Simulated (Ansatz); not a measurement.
# CH2BN (BH2(CN)) at wB97M-V/STO-3G

What is the electronic atomisation energy of CH2BN (BH2(CN)) at wB97M-V/STO-3G? 

The results are computed with Ansatz 0.2.0.

78 further runs of the same task are left out: 10 that didn't finish, 68 set aside as unsound or not needed.

### Step 1. The structure to begin with

The species is CH2BN (5 atoms), meant as a singlet with charge 0. As SMILES, `[H]B([H])C#N`. The shape is that of a GFN2-xTB optimisation.

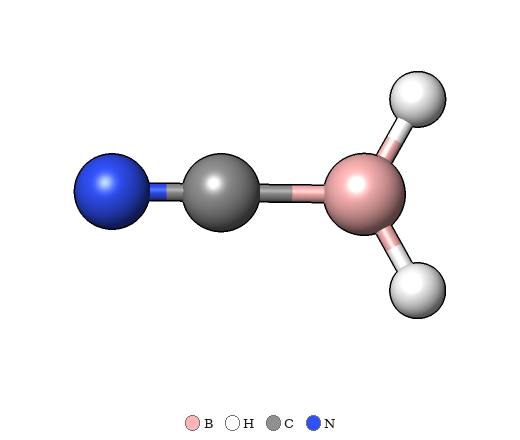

Viewed from a chosen angle; boron pink, hydrogen white, carbon grey, nitrogen blue.

### Step 2. The energy at wB97M-V/STO-3G

input.yaml reads:

```yaml
crystal:
  periodic: [false, false, false]
  atoms:
    - {symbol: B, position_ang: [0.303740, 0.527560, 0.008500]}
    - {symbol: H, position_ang: [1.468860, 0.505990, 0.058320]}
    - {symbol: H, position_ang: [-0.298270, 1.526000, -0.026970]}
    - {symbol: C, position_ang: [-0.450670, -0.781610, -0.012050]}
    - {symbol: "N", position_ang: [-1.023660, -1.777940, -0.027800]}
basis:
  gaussian:
    orbitals: STO-3G
magnetization:
  spin_polarized: false
hamiltonian:
  xc: {name: wB97M-V}
accuracy: high
```

Run with:

```console
$ ansatz run input.yaml --threads 1 --pin off --max-ram 2610MiB --events-out events.jsonl --progress --plain --runs-dir runs
```

Output:

```text
Warning: RAYON_NUM_THREADS=1 ignored (pool sized by the plan → 1); use --threads N
Functional definition: wB97M-V
  name "wB97M-V"
  parameter omega = 0.3/bohr
  parameter cx = 0.15
  parameter cx01 = 1.007
  parameter cx10 = 0.259
  parameter css00 = 0.443
  parameter css04 = -1.437
  parameter css10 = -4.535
  parameter css20 = -3.390
  parameter css43 = 4.278
  parameter cos00 = 1.000
  parameter cos10 = 1.358
  parameter cos20 = 2.924
  parameter cos21 = -8.812
  parameter cos60 = -1.390
  parameter cos61 = 9.142
  parameter b = 6.0
  parameter c = 0.01
  gx(w, u) = 1 - cx + cx01*u + cx10*w
  gss(w, u) = css00 + css04*u^4 + css10*w + css20*w^2 + css43*w^4*u^3
  gos(w, u) = cos00 + cos10*w + (cos20 + cos21*u)*w^2 + (cos60 + cos61*u)*w^6
  exchange = spin_sum(e_x_unif_sr(omega)*gx(b97_w, b97_u_x)) + cx*exact_x_sr(omega) + exact_x_lr(omega)
  correlation = spin_sum(e_c_pw_mod_same_spin*gss(b97_w, b97_u_same))
      + integral(e_c_pw_mod_opposite_spin*gos(b97_w_opposite, b97_u_opposite)) + vv10(b, c)
296 factors; integrals over basis functions are off by at most 5.7e-9 eV
144 factors; integrals over basis functions are off by at most 1.1e-9 eV
mean field evaluation 1: about -3190.3947 eV, gradient 3.0e1 eV
mean field evaluation 2: about -3188.7375 eV, gradient 4.2e1 eV
mean field evaluation 4: about -3193.0651 eV, gradient 5.3e-1 eV
mean field evaluation 8: about -3192.9892 eV, gradient 1.0e-2 eV
mean field evaluation 16: about -3192.9892 eV, gradient 2.4e-7 eV
mean field -3192.98921250 eV, -117.3401892735 hartree, gradient 5.0e-8 eV, S^2 0.000000; 0 other end points of the search recorded, 0 dependent functions left out
reference -3192.98921450 eV, -117.3401893472 hartree; 10, 10 occupied and 7, 7 virtual orbitals, 296 factors
Total energy: -3192.98921450 eV, -117.3401893472 hartree
```

It took 12 s on 1 thread of Arm Neoverse V2, shared host; peak memory 0.24 GiB.

### Step 3. The B atom

in.yaml reads:

```yaml
crystal:
  periodic: [false, false, false]
  atoms:
    - {symbol: B, position_ang: [0.000000, 0.000000, 0.000000]}
basis:
  gaussian:
    orbitals: STO-3G
magnetization:
  spin_polarized: true
  initial_magnetization: 1
hamiltonian:
  xc: {name: wB97M-V}
accuracy: high
```

Run the same way, it converges to -24.27434 Eh (log not shown).

### Step 4. The C atom, same level

run.yaml reads:

```yaml
crystal:
  periodic: [false, false, false]
  atoms:
    - {symbol: C, position_ang: [0.000000, 0.000000, 0.000000]}
basis:
  gaussian:
    orbitals: STO-3G
total_charge: 0
magnetization:
  spin_polarized: true
  initial_magnetization: 2
hamiltonian:
  xc: {name: wB97M-V}
accuracy: high
```

Run the same way, it converges to -37.34862 Eh (log not shown).

### Step 5. The H atom, same level

run.yaml reads:

```yaml
crystal:
  periodic: [false, false, false]
  atoms:
    - {symbol: H, position_ang: [0.000000, 0.000000, 0.000000]}
basis:
  gaussian:
    orbitals: STO-3G
magnetization:
  spin_polarized: true
  initial_magnetization: 1
hamiltonian:
  xc: {name: wB97M-V}
accuracy: high
```

Run with:

```console
$ ansatz run run.yaml --threads 1 --pin off --max-ram 2610MiB --events-out events.jsonl --progress --plain --runs-dir runs
```

Output (excerpt; [...] marks lines left out):

```text
Warning: RAYON_NUM_THREADS=1 ignored (pool sized by the plan → 1); use --threads N
[... 2 set-up lines as earlier in the session ...]
[...]
  gx(w, u) = 1 - cx + cx01*u + cx10*w
  gss(w, u) = css00 + css04*u^4 + css10*w + css20*w^2 + css43*w^4*u^3
  gos(w, u) = cos00 + cos10*w + (cos20 + cos21*u)*w^2 + (cos60 + cos61*u)*w^6
[...]
      + integral(e_c_pw_mod_opposite_spin*gos(b97_w_opposite, b97_u_opposite)) + vv10(b, c)
1 factors; integrals over basis functions are off by at most 4.6e-10 eV
1 factors; integrals over basis functions are off by at most 2.9e-10 eV
[...]
mean field -12.42314868 eV, -0.4565422933 hartree, gradient 0.0e0 eV, S^2 0.750000; 0 other end points of the search recorded, 0 dependent functions left out
reference -12.42314998 eV, -0.4565423410 hartree; 1, 0 occupied and 0, 1 virtual orbitals, 1 factors
Total energy: -12.42314998 eV, -0.4565423410 hartree
```

Wall time 0.24 s (1 thread of Arm Neoverse V2, shared host).

### Step 6. The N atom, same level

molecule.yaml reads:

```yaml
crystal:
  periodic: [false, false, false]
  atoms:
    - {symbol: N, position_ang: [0.000000, 0.000000, 0.000000]}
basis:
  gaussian:
    orbitals: STO-3G
magnetization:
  spin_polarized: true
  initial_magnetization: 3
hamiltonian:
  xc: {name: wB97M-V}
accuracy: high
```

Run with:

```console
$ ansatz run molecule.yaml --threads 1 --pin off --max-ram 2610MiB --events-out events.jsonl --progress --plain --runs-dir runs
```

Output (excerpt; [...] marks lines left out):

```text
Warning: RAYON_NUM_THREADS=1 ignored (pool sized by the plan → 1); use --threads N
[... 2 set-up lines as earlier in the session ...]
[...]
  gx(w, u) = 1 - cx + cx01*u + cx10*w
  gss(w, u) = css00 + css04*u^4 + css10*w + css20*w^2 + css43*w^4*u^3
  gos(w, u) = cos00 + cos10*w + (cos20 + cos21*u)*w^2 + (cos60 + cos61*u)*w^6
[...]
      + integral(e_c_pw_mod_opposite_spin*gos(b97_w_opposite, b97_u_opposite)) + vv10(b, c)
15 factors; integrals over basis functions are off by at most 1.1e-9 eV
15 factors; integrals over basis functions are off by at most 3.3e-10 eV
[...]
mean field -1466.45711818 eV, -53.8913050929 hartree, gradient 0.0e0 eV, S^2 3.750000; 0 other end points of the search recorded, 0 dependent functions left out
reference -1466.45711892 eV, -53.8913051199 hartree; 5, 2 occupied and 0, 3 virtual orbitals, 15 factors
Total energy: -1466.45711892 eV, -53.8913051199 hartree
```

Run time: 0.93 s. Hardware: 1 thread of Arm Neoverse V2, shared host; peak memory 0.15 GiB.

### Step 7. Summary of results

Level: wB97M-V/STO-3G.

| quantity | value |
| --- | --- |
| molecule: total energy | -117.34019 Eh |
| B atom: total energy | -24.27434 Eh |
| B atom: ⟨S²⟩ | 0.750 |
| C atom: total energy | -37.34862 Eh |
| C atom: ⟨S²⟩ | 2.000 |
| H atom: total energy | -0.45654 Eh |
| H atom: ⟨S²⟩ | 0.750 |
| N atom: total energy | -53.89131 Eh |
| N atom: ⟨S²⟩ | 3.750 |
| electronic atomisation energy | 24.839 eV |

**Reading.** Taking the molecule apart into free atoms costs 24.84 eV (573 kcal/mol), before zero-point energy and without spin-orbit coupling. In a minimal basis such a difference can be off by several eV, whatever the method.
